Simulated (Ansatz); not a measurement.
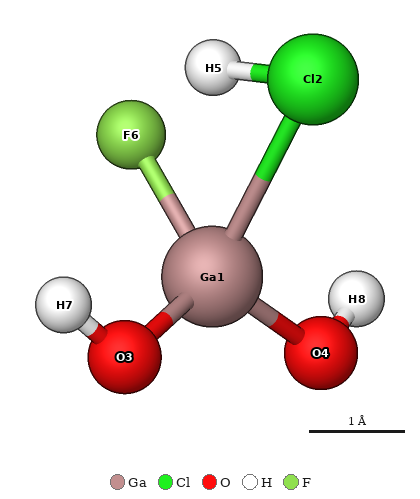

Fig. 1: The structure as given in the input (ball-and-stick view, seen at a tilt; atoms are numbered from 1 in the order of the input). Sticks mark near contacts. Bond lengths as drawn: Cl–Ga 2.53 Å, Cl–H 1.42 Å, F–Ga 1.87 Å, Ga–O 1.76 Å and H–O 0.96 Å.

**Phonon calculation, with input and output: GaH₃ClO₂F**

The run: phonon calculation of GaH₃ClO₂F. Method and program: RKS PBE0/def2-SVP (Ansatz 0.2.0).

It belongs to a series of runs on one base structure; here: vibrations at the highest image of the band. Figures and captions count atoms from 1; the log counts them from 0 in places.

## The program's output
```
Engine: ansatz 0.2.0, x86_64-unknown-linux-gnu
Functional definition: PBE0
  parameter a = 0.25
  parameter kappa = 0.804
  parameter beta = 0.06672455060314922
  exchange = (1 - a)*pbe_x(kappa = kappa, mu = beta*pi^2/3) + a*exact_x
  correlation = pbe_c(beta = beta)
1085 factors; integrals over basis functions are off by at most 3.3e-4 eV
mean field evaluation 1: about -71719.7582 eV, gradient 7.6e1 eV
mean field evaluation 2: about -71695.9407 eV, gradient 1.4e2 eV
mean field evaluation 4: about -71729.4266 eV, gradient 7.3e0 eV
mean field evaluation 8: about -71729.5216 eV, gradient 4.9e-2 eV
mean field evaluation 16: about -71729.5216 eV, gradient 2.0e-5 eV
mean field -71729.52155503 eV, -2636.0112971316 hartree, gradient 2.0e-5 eV, S^2 0.000000; 0 other end points of the search recorded, 0 dependent functions left out
the calculation of the forces begins
reference -71729.52158353 eV, -2636.0112981788 hartree; 38, 38 occupied and 69, 69 virtual orbitals, 1085 factors
these checks for a lower state are left out or cut short: stability, starts, cluster_reference, orbital_swaps, neighbouring_geometries, increment
1085 factors; integrals over basis functions are off by at most 3.3e-4 eV
mean field -71729.52144138 eV, -2636.0112929548 hartree, gradient 1.0e-6 eV, S^2 0.000000; 0 other end points of the search recorded, 0 dependent functions left out
[... from here on the field's lines of each further geometry are left out, up to the last ...]
the calculation of the forces begins
reference -71729.52152386 eV, -2636.0112959860 hartree; 38, 38 occupied and 69, 69 virtual orbitals, 1085 factors
these checks for a lower state are left out or cut short: stability, starts, cluster_reference, orbital_swaps, neighbouring_geometries, increment
1085 factors; integrals over basis functions are off by at most 3.3e-4 eV
mean field -71729.52150323 eV, -2636.0112952278 hartree, gradient 1.4e-6 eV, S^2 0.000000; 0 other end points of the search recorded, 0 dependent functions left out
the calculation of the forces begins
reference -71729.52153173 eV, -2636.0112962750 hartree; 38, 38 occupied and 69, 69 virtual orbitals, 1085 factors
WARN: phonons: modes at or below zero, which the zero-point energy, F, S and C_V leave out: 1, the lowest at -253.72 cm⁻¹. A minimum has none, and a first-order saddle one
Total energy: -71729.52158353 eV, -2636.0112981788 hartree
Atom 0 at    -0.397946    -0.131758     0.174778 Å, force    -0.008145     0.006312     0.002753 eV/Å
Atom 1 at     1.234364     1.568778    -0.748838 Å, force    -0.000777    -0.000056     0.000460 eV/Å
Atom 2 at    -1.725872    -0.361501    -0.961012 Å, force    -0.002990    -0.000800    -0.001202 eV/Å
Atom 3 at    -0.637888     0.146239     1.898650 Å, force     0.001195    -0.000004     0.000843 eV/Å
Atom 4 at     1.613973     0.209000    -0.650818 Å, force    -0.002314    -0.006220     0.001954 eV/Å
Atom 5 at     1.184069    -1.028408    -0.266857 Å, force     0.006530     0.001912    -0.003399 eV/Å
Atom 6 at    -1.447480    -0.579222    -1.856206 Å, force     0.004714    -0.000413     0.000164 eV/Å
Atom 7 at     0.176680     0.176773     2.410405 Å, force     0.001787    -0.000732    -0.001573 eV/Å
Dipole moment:     0.408423    -0.019545    -0.152550 e Å
Vibrations: -253.72 74.72 156.35 164.83 177.97 201.96 222.63 301.67 534.58 693.45 758.27 780.57 829.02 836.89 895.64 1713.26 3923.37 3924.20 cm⁻¹, zero-point energy 1.003613 eV
```

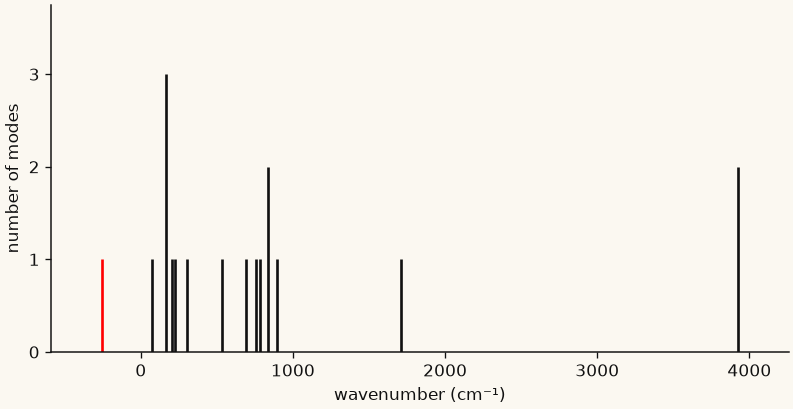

Fig. 2: Harmonic vibrational wavenumbers from the force constants; neighbouring modes closer than 19 cm⁻¹ are counted in one stick, and imaginary ones are drawn at negative wavenumbers. 18 modes from 254i to 3924 cm⁻¹, 1 imaginary beyond 8i (254i cm⁻¹): a first-order saddle point, if the geometry is stationary.

The run was set up as follows.

## Input
```yaml
crystal:
  periodic: [false, false, false]
  atoms:
    - { symbol: Ga, position_ang: [-0.397946, -0.131758, 0.174778] }
    - { symbol: Cl, position_ang: [1.234364, 1.568778, -0.748838] }
    - { symbol: O, position_ang: [-1.725872, -0.361501, -0.961012] }
    - { symbol: O, position_ang: [-0.637888, 0.146239, 1.89865] }
    - { symbol: H, position_ang: [1.613973, 0.209, -0.650818] }
    - { symbol: F, position_ang: [1.184069, -1.028408, -0.266857] }
    - { symbol: H, position_ang: [-1.44748, -0.579222, -1.856206] }
    - { symbol: H, position_ang: [0.17668, 0.176773, 2.410405] }
basis:
  gaussian: { orbitals: def2-SVP }
hamiltonian:
  xc: pbe0
phonons: {}
```

Launch command:
```bash
ansatz run input.yaml --threads 2 --pin off --max-ram 3072MiB --backend cpu --events-out ev --progress --plain --runs-dir out
```

## Results in brief

```csv
quantity,value
outcome,converged
total energy,−71729.5216 eV
mean-field energy,−71729.5216 eV
largest force (length of the vector),0.011 eV/Å
hardware,"2 threads of Intel Xeon @ 2.50GHz (Skylake/Cascade Lake), 16 GiB of memory available, shared host"
wall time,2.9 min (CPU time 5.7 min)
peak memory,0.27 GiB
```
